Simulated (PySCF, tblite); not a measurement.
# C4H7NOSi: geometry, infrared bands and NMR shifts

Wanted: the infrared bands and NMR shifts of C4H7NOSi (`C=C1[SiH2][C@H]1C(N)=O`), by calculation.

Programs: tblite 0.8.0 and PySCF 2.14.0, with density-fitted response routines of our own. Each step states its level of theory. These are calculated values for one molecule in the gas phase, unless marked as measured. Atoms are numbered from 0 throughout.

## 1. Starting geometry

14 atoms, charge 0, multiplicity 1; geometry from: force field or distance geometry start.

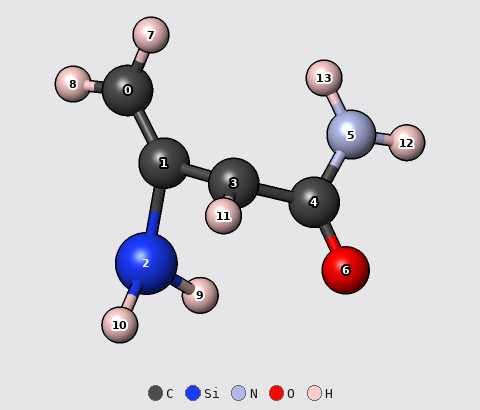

As it starts; carbon dark grey, silicon blue, nitrogen light blue, oxygen red, hydrogen pink, atoms numbered.

## 2. Relaxing the molecule with GFN2-xTB

What the job is given:

```
{"job": {"kind": "relax", "xc": "GFN2-xTB", "basis": "xTB"}, "charge": 0, "multiplicity": 1}
C      1.376500     1.280000    -1.024500
C      0.744900     0.737900     0.010600
Si    -0.012100     1.314300     1.436900
C      0.535400    -0.622800     0.327500
C     -0.814100    -1.221100     0.159100
N     -1.188600    -1.373700    -1.150300
O     -1.498800    -1.591200     1.086800
H      1.808100     0.667000    -1.798500
H      1.476600     2.355100    -1.135200
H     -1.508200     1.336500     1.415800
H      0.612400     1.057000     2.748200
H      1.131900    -1.066500     1.130700
H     -2.082600    -1.796700    -1.336700
H     -0.582200    -1.076300    -1.907600
```

On the command line:

```console
OMP_NUM_THREADS=1 python probes_run.py task.json out
```

The driver reads the jobs from task.json and runs them one after another.

The log of the run:

```text
step      E/eV     max force
  0    -563.58353    6.177
  1    -563.89053    4.627
  2    -564.00722    1.792
  3    -564.06577    0.853
  4    -564.12207    0.980
  5    -564.27858    2.805
  6    -564.19532    4.326
  7    -564.44369    2.255
  8    -564.52852    1.697
  9    -564.60554    2.087
 10    -564.68756    0.401
 11    -564.70533    0.462
 12    -564.74644    0.461
 13    -564.76471    0.391
 14    -564.79667    0.392
 15    -564.81885    0.512
 16    -564.84471    0.432
 17    -564.86119    0.315
 18    -564.87554    0.355
 19    -564.88776    0.393
 20    -564.89797    0.376
 21    -564.90393    0.195
 22    -564.90757    0.171
 23    -564.91133    0.190
 24    -564.91631    0.252
 25    -564.92203    0.239
 26    -564.92817    0.235
 27    -564.93572    0.270
 28    -564.94563    0.375
 29    -564.95734    0.372
 30    -564.96805    0.272
 31    -564.97504    0.225
 32    -564.97878    0.240
 33    -564.98159    0.157
 34    -564.98372    0.133
 35    -564.98529    0.106
 36    -564.98645    0.120
 37    -564.98845    0.142
 38    -564.99083    0.148
 39    -564.99384    0.136
 40    -564.99667    0.113
 41    -564.99949    0.143
 42    -565.00254    0.148
 43    -565.00557    0.129
 44    -565.00804    0.120
 45    -565.00989    0.160
 46    -565.01163    0.144
 47    -565.01383    0.125
 48    -565.01662    0.135
 49    -565.01912    0.112
 50    -565.02154    0.114
 51    -565.02367    0.108
 52    -565.02566    0.104
 53    -565.02750    0.129
 54    -565.02939    0.124
 55    -565.03153    0.155
 56    -565.03464    0.142
 57    -565.03807    0.147
 58    -565.04029    0.108
 59    -565.04203    0.113
 60    -565.04355    0.119
 61    -565.04523    0.111
 62    -565.04692    0.128
 63    -565.04857    0.119
 64    -565.05003    0.100
 65    -565.05102    0.074
 66    -565.05219    0.092
 67    -565.05356    0.105
 68    -565.05457    0.102
 69    -565.05591    0.095
 70    -565.05736    0.082
 71    -565.05856    0.123
 72    -565.05959    0.124
 73    -565.06065    0.123
 74    -565.06211    0.106
 75    -565.06328    0.074
 76    -565.06403    0.148
 77    -565.06452    0.062
 78    -565.06525    0.069
 79    -565.06619    0.152
 80    -565.06743    0.213
 81    -565.06867    0.205
 82    -565.06975    0.125
 83    -565.07066    0.073
 84    -565.07121    0.087
 85    -565.07160    0.067
 86    -565.07191    0.069
 87    -565.07232    0.039
 88    -565.07260    0.036
 89    -565.07285    0.058
 90    -565.07308    0.067
 91    -565.07335    0.063
 92    -565.07362    0.039
 93    -565.07380    0.029
 94    -565.07390    0.022
 95    -565.07397    0.023
 96    -565.07408    0.025
 97    -565.07419    0.028
 98    -565.07428    0.024
 99    -565.07432    0.017
100    -565.07436    0.016
101    -565.07441    0.018
102    -565.07449    0.026
103    -565.07457    0.028
104    -565.07463    0.017
105    -565.07465    0.015
106    -565.07467    0.017
107    -565.07470    0.016
108    -565.07475    0.018
109    -565.07480    0.017
110    -565.07484    0.013
111    -565.07486    0.008
```

It took 0.69 s on 1 thread of Arm Neoverse V1, shared host; peak memory 0.18 GiB.

Step by step: (not every step is listed) (the energy doesn't fall at every step)

```
step  energy from step 0 (eV)  largest force (eV/Å)
   0                   0.0000                6.1772
   1                  -0.3070                4.6268
   2                  -0.4237                1.7916
   3                  -0.4822                0.8529
   4                  -0.5385                0.9799
   5                  -0.6951                2.8046
   6                  -0.6118                4.3260
   7                  -0.8602                2.2546
   8                  -0.9450                1.6968
  17                  -1.2777                0.3147
  26                  -1.3446                0.2346
  35                  -1.4018                0.1060
  44                  -1.4245                0.1195
  53                  -1.4440                0.1291
  62                  -1.4634                0.1276
  71                  -1.4750                0.1228
  80                  -1.4839                0.2132
  89                  -1.4893                0.0577
  98                  -1.4908                0.0241
 106                  -1.4911                0.0165
 107                  -1.4912                0.0161
 108                  -1.4912                0.0178
 109                  -1.4913                0.0168
 110                  -1.4913                0.0134
 111                  -1.4913                0.0081
```

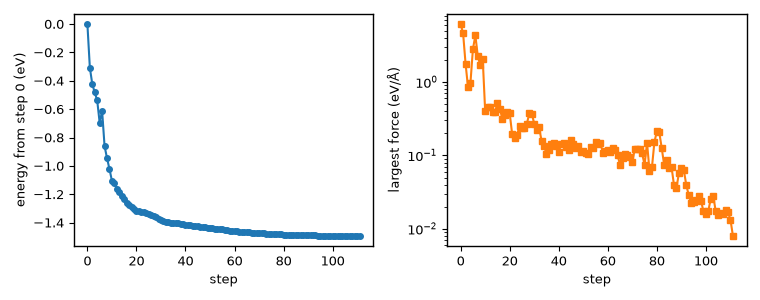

Energy and force, step by step.

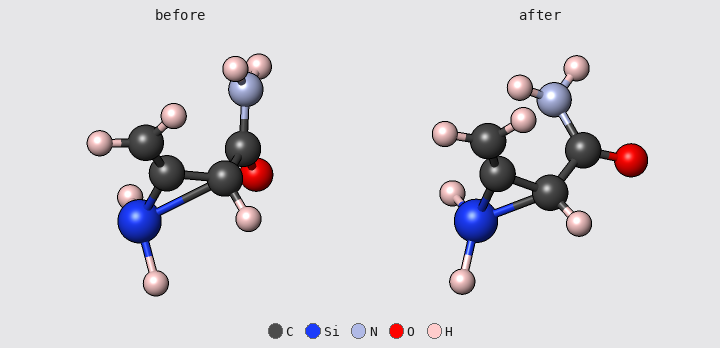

Before and after, at one scale.

Distances of close pairs at the start and the end, largest changes first:

```
   bond  before (Å)  after (Å)  change (Å)
 Si2–C3       2.298      1.927      -0.371
 C1–Si2       1.715      1.854      +0.139
  C1–C3       1.413      1.506      +0.093
 Si2–H9       1.496      1.451      -0.045
Si2–H10       1.475      1.451      -0.024
  C0–C1       1.328      1.316      -0.012
 C3–H11       1.094      1.084      -0.010
 N5–H13       1.015      1.005      -0.010
```

The end geometry stands in the next job.

## 3. Harmonic vibrations with GFN2-xTB

What the job is given:

```
{"job": {"kind": "ir", "xc": "GFN2-xTB", "basis": "xTB"}, "charge": 0, "multiplicity": 1}
C      1.470374     0.993578    -1.121597
C      0.787824     0.717810    -0.030760
Si    -0.212233     1.130272     1.474592
C      0.365108    -0.533519     0.692052
C     -0.636101    -1.445172     0.101588
N     -1.393001    -0.901188    -0.897640
O     -0.839867    -2.569328     0.514072
H      1.897440     0.216275    -1.741434
H      1.646279     2.008108    -1.444136
H     -1.607171     1.491459     1.302067
H      0.469574     1.572125     2.677098
H      1.149648    -1.084891     1.198623
H     -2.024971    -1.517022    -1.382065
H     -1.073580    -0.078982    -1.379561
```

The log of the run:

```text
mode    cm-1     km/mol
  1      65.0      7.46
  2     101.9      2.42
  3     155.5      0.57
  4     248.4      2.28
  5     280.9      9.48
  6     367.8    116.12
  7     411.1      3.86
  8     448.4     67.89
  9     474.6     33.34
 10     515.8     26.32
 11     528.6     37.71
 12     542.7    137.61
 13     590.0     20.09
 14     659.4     12.04
 15     693.2     23.00
 16     715.8     19.81
 17     749.8    238.31
 18     873.6     31.59
 19     898.8     15.09
 20     945.7     46.13
 21     997.6     14.40
 22    1032.9      8.50
 23    1077.3     47.74
 24    1221.0     40.44
 25    1274.7    300.71
 26    1417.4      1.47
 27    1452.0    141.92
 28    1731.1    615.34
 29    1754.3     12.53
 30    2364.8    192.55
 31    2367.4    347.96
 32    3027.5     13.27
 33    3038.9     39.41
 34    3081.6     32.60
 35    3465.6      6.90
 36    3534.2      4.81
```

It took 0.41 s on 1 thread of Arm Neoverse V1, shared host; peak memory 0.18 GiB.

The strongest bands and the atoms that carry them (share of the mass-weighted mode):

```
cm⁻¹  km/mol                        atoms
 368   116.1            H13 70 %, N5 13 %
 543   137.6            H9 52 %, H10 33 %
 750   238.3  Si2 31 %, H10 20 %, H9 20 %
1275   300.7            C4 61 %, H12 17 %
1452   141.9  H13 40 %, H12 34 %, N5 18 %
1731   615.3             C4 63 %, O6 33 %
2365   192.6                     H10 90 %
2367   348.0                      H9 90 %
```

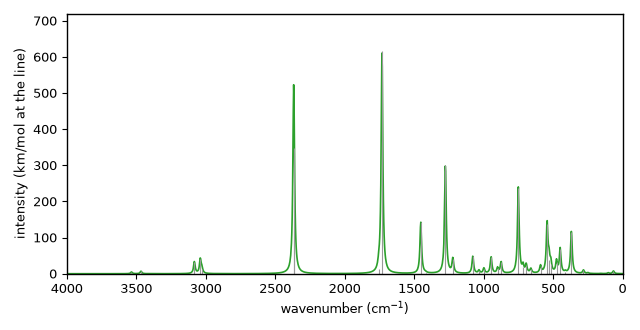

The infrared spectrum from these modes, unscaled. Lines are broadened to a width of 14 cm⁻¹ (Lorentzian).

## 4. NMR shieldings: PBE0/pcSseg-1

The job, as its differences from that of step 3:

```diff
@@ -1,2 +1,2 @@
-{"job": {"kind": "ir", "xc": "GFN2-xTB", "basis": "xTB"}, "charge": 0, "multiplicity": 1}
+{"job": {"kind": "nmr", "xc": "PBE0", "basis": "pcSseg-1"}, "charge": 0, "multiplicity": 1}
 C      1.470374     0.993578    -1.121597
```

With the program's defaults for keys left out, this is: GIAO PBE0/pcSseg-1 NMR shielding, non-relativistic, gas phase.

The log of the run:

```text
coarse grid: 12456 points
cycle   1  E = -575.3518667698  dE =  1.161e+00  |g| = 8.591e-01  |ddm| = 3.540e+00
cycle   2  E = -574.8272198799  dE =  5.246e-01  |g| = 1.793e+00  |ddm| = 2.938e+00
cycle   3  E = -575.4938375133  dE = -6.666e-01  |g| = 2.463e-01  |ddm| = 2.383e+00
cycle   4  E = -575.5055736854  dE = -1.174e-02  |g| = 1.011e-01  |ddm| = 3.146e-01
cycle   5  E = -575.5078296946  dE = -2.256e-03  |g| = 2.933e-02  |ddm| = 1.135e-01
cycle   6  E = -575.5080198227  dE = -1.901e-04  |g| = 1.001e-02  |ddm| = 2.851e-02
cycle   7  E = -575.5080445841  dE = -2.476e-05  |g| = 2.307e-03  |ddm| = 1.144e-02
cycle   8  E = -575.5080458212  dE = -1.237e-06  |g| = 6.110e-04  |ddm| = 2.995e-03
final grid: 116568 points
cycle   9  E = -575.5570362603  dE = -1.454e-05  |g| = 1.196e-02  |ddm| = 2.563e-02
cycle  10  E = -575.5569574328  dE =  7.883e-05  |g| = 2.335e-02  |ddm| = 2.951e-02
cycle  11  E = -575.5570645597  dE = -1.071e-04  |g| = 1.964e-03  |ddm| = 2.086e-02
cycle  12  E = -575.5570653904  dE = -8.307e-07  |g| = 2.972e-04  |ddm| = 1.858e-03
cycle  13  E = -575.5570654123  dE = -2.189e-08  |g| = 1.214e-04  |ddm| = 4.746e-04
cycle  14  E = -575.5570654156  dE = -3.246e-09  |g| = 5.332e-05  |ddm| = 1.580e-04
cycle  15  E = -575.5570654163  dE = -7.105e-10  |g| = 1.100e-05  |ddm| = 6.019e-05
converged SCF energy = -575.5570654163

GIAO shielding tensors (ppm)
atom      isotropic    diamagn.    paramagn.     s11        s22        s33       span
  0 C       49.910     255.613    -205.703    -62.079     51.431    160.378    222.457
  1 C       37.778     262.318    -224.539    -53.587    -21.805    188.727    242.314
  2 Si     481.624     881.349    -399.726    363.386    424.622    656.862    293.476
  3 C      163.398     255.215     -91.817    124.368    145.911    219.916     95.548
  4 C       13.680     242.758    -229.078    -81.432     24.614     97.859    179.292
  5 N      159.761     324.679    -164.918     75.053    165.891    238.338    163.285
  6 O      -96.518     398.245    -494.763   -388.362   -210.854    309.661    698.022
  7 H       24.800      31.167      -6.367     21.418     23.760     29.222      7.804
  8 H       24.964      29.295      -4.331     22.481     23.699     28.712      6.230
  9 H       28.272      29.800      -1.528     23.590     26.810     34.415     10.825
 10 H       28.223      29.412      -1.189     23.711     25.206     35.753     12.042
 11 H       29.313      31.664      -2.351     24.711     26.693     36.537     11.826
 12 H       27.759      30.896      -3.137     23.079     24.094     36.103     13.025
 13 H       27.008      34.814      -7.806     19.969     30.013     31.043     11.073
```

Wall time 19 s (1 thread of Arm Neoverse V1, shared host); peak memory 0.74 GiB.

The references, computed at this level on geometries of the same kind, shield at (ppm): ¹H TMS 31.72, ¹³C TMS 186.9, ²⁹Si TMS 349.2, ¹⁵N NH3 267.7, ¹⁷O H2O 336.1. Their shielding less the atom's gives the shift. The references are single molecules in the gas phase, so shifts against H2O, NH3, PH3, H3PO4 or CFCl3 are not on the usual liquid scales and can be off by tens of ppm.

```
atoms                                                environment  σ (ppm)  δ (ppm)  δ scaled to CDCl3
   C4                                      amide carbonyl carbon     13.7    173.2              167.2
   C1                            fully substituted alkene carbon     37.8    149.1              143.7
   C0                                       terminal =CH2 carbon     49.9    137.0              131.8
   C3                                 three-membered-ring carbon    163.4     23.5               21.0
   H7                         hydrogen on a terminal =CH2 carbon    24.80     6.92               6.63
   H8                         hydrogen on a terminal =CH2 carbon    24.96     6.75               6.47
  H13                         hydrogen on an amide-type nitrogen    27.01     4.71                  –
  H12                         hydrogen on an amide-type nitrogen    27.76     3.96                  –
  H10  hydrogen on a silicon bonded to 2 C, in a 3-membered ring    28.22     3.49                  –
   H9  hydrogen on a silicon bonded to 2 C, in a 3-membered ring    28.27     3.45                  –
  H11                   hydrogen on a three-membered-ring carbon    29.31     2.40               2.37
  Si2           silicon bonded to 2 C, 2 H, in a 3-membered ring    481.6   -132.5                  –
   N5                                        amide-type nitrogen    159.8    108.0                  –
   O6                                 amide-type carbonyl oxygen    -96.5    432.6                  –
```

The scaled column applies a straight-line fit of computed shieldings to shifts measured in CDCl3 (root-mean-square error 0.16 ppm for H, 1.9 ppm for C).

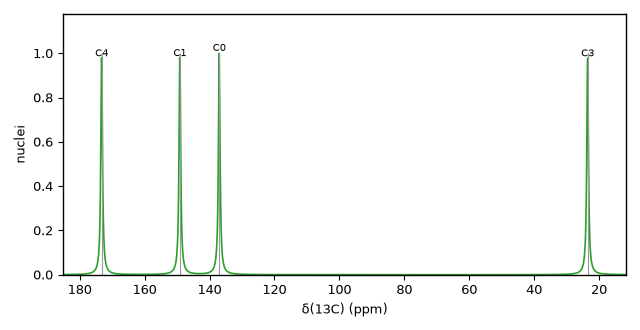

¹³C lines at the computed shifts, without couplings. Lines are broadened to a width of 0.60 ppm (Lorentzian).

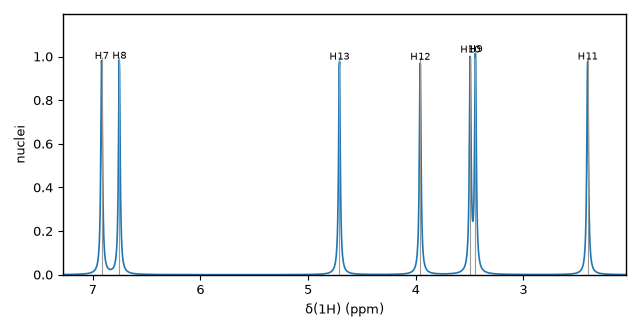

¹H lines at the computed shifts, without couplings. Lines are broadened to a width of 0.02 ppm (Lorentzian).

The run also stored atomic charges by several schemes (e):

```
atoms  Mulliken    IAO  Hirshfeld  ESP fit
   C0     -0.05  -0.29      -0.08    -0.35
   C1     -0.43  -0.25      -0.10    -0.08
  Si2      0.59   0.66       0.33     0.23
   C3     -0.43  -0.41      -0.12    -0.36
   C4      0.45   0.45       0.16     0.74
   N5     -0.42  -0.53      -0.18    -0.87
   O6     -0.43  -0.51      -0.31    -0.58
```

ESP fit charges:

C0 -0.35; C1 -0.08; Si2 0.23; C3 -0.36; C4 0.74; N5 -0.87; O6 -0.58; H7 0.19; H8 0.15; H9 0.00; H10 0.00; H11 0.17; H12 0.40; H13 0.35

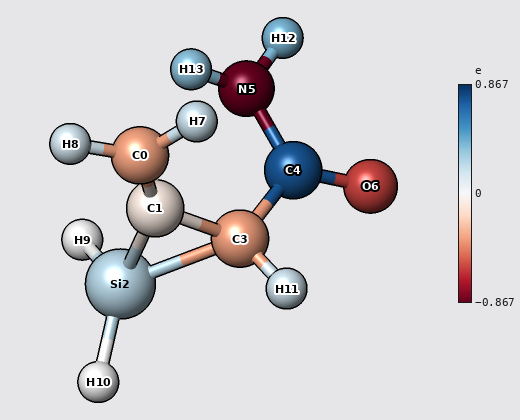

ESP fit charges, as colours on the atoms.

Mayer bond orders: C0–C1 1.95, C1–Si2 0.94, Si2–C3 0.84, C3–C4 0.99, C4–N5 1.17, C4–O6 1.93, C3–C1 0.83.

Ring of atoms C1, Si2, C3: NICS(0) -15.5, NICS(1) -7.6, NICS(1)zz -15.8 ppm (means of both faces).

In rings of three or four atoms NICS is ruled by the nearby σ bonds, so it says little on aromaticity.

## 5. What came out

```
                                 quantity                                         value
strongest single infrared mode (GFN2-xTB)                         1731 cm⁻¹, 615 km/mol
             zero-point energy (GFN2-xTB)                                 61.6 kcal/mol
   ¹³C shifts against TMS (PBE0/pcSseg-1)                 173.2, 149.1, 137.0, 23.5 ppm
    ¹H shifts against TMS (PBE0/pcSseg-1)  6.92, 6.75, 4.71, 3.96, 3.49, 3.45, 2.40 ppm
  ²⁹Si shifts against TMS (PBE0/pcSseg-1)                                    -132.5 ppm
   ¹⁵N shifts against NH3 (PBE0/pcSseg-1)                                     108.0 ppm
   ¹⁷O shifts against H2O (PBE0/pcSseg-1)                                     432.6 ppm
```

The optimisation took 111 steps and gained 1.491 eV; among the close pairs (by a distance rule), Si2–C3 changed most, from 2.298 to 1.927 Å. No mode is imaginary among the 36: a minimum at this level. The strongest single mode, at 1731 cm⁻¹, moves mainly C4 and O6. GFN2-xTB is a fitted tight-binding method: band positions and strengths are rough. Its intensities can rank the bands wrongly. At PBE0/pcSseg-1: The widest tensor belongs to O6: span 698 ppm, with a paramagnetic part of -495 ppm.
